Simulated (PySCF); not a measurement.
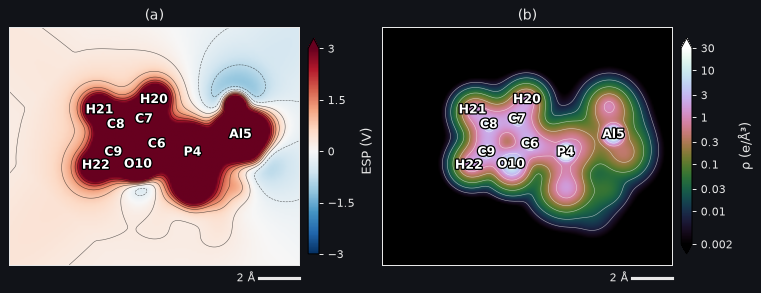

C$_{7}$H$_{12}$AlOP. (a) molecular electrostatic potential; (b) electron density on the plane of atoms P4, C6 and C7.

Geometry: GFN2-xTB.

Theory: PySCF, PBE0/pcSseg-1, SCF density, gas phase, non-relativistic.

```xyz
22

C    -2.6514    0.3737    0.6997
C    -1.3213    0.7227    0.0863
C    -1.0661    0.3506   -1.3460
P    -0.0863   -0.6305   -0.1425
Al   -1.2649   -2.7744    0.3919
C     1.4776    0.2674   -0.0887
C     2.7382   -0.1787    0.2076
C     3.5865    0.9467    0.1033
C     2.7839    1.9885   -0.2468
O     1.5077    1.5907   -0.3658
H    -2.6038    0.4245    1.7853
H    -2.9399   -0.6407    0.4145
H    -3.4173    1.0686    0.3534
H    -0.9070    1.6739    0.4098
H    -1.8477   -0.1983   -1.8563
H    -0.5227    1.0470   -1.9711
H    -1.7735   -2.4310    1.8341
H    -2.2896   -2.6418   -0.7992
H    -0.0595   -3.7553    0.2335
H     3.0106   -1.1824    0.4635
H     4.6441    0.9747    0.2665
H     2.9918    3.0236   -0.4341
```

What does the map show?

Answer. The section cuts through P, Al, C, O and H sites. C–O (1.34 Å): ρ at the midpoint is about 2.4 e/Å³. C–C (1.36 Å): ρ at the midpoint is about 2.2 e/Å³. C–P (1.80 Å): ρ at the midpoint is about 1.2 e/Å³. Al–P (2.50 Å): ρ at the midpoint is about 0.36 e/Å³, with its minimum of 0.24 e/Å³ about 0.9 Å from Al. C–H (1.07 Å): the density is about 2.1 e/Å³ at the midpoint. Outside the dense part of the molecule the potential is most negative (−1.2 V) near H19, which lies off the plane.
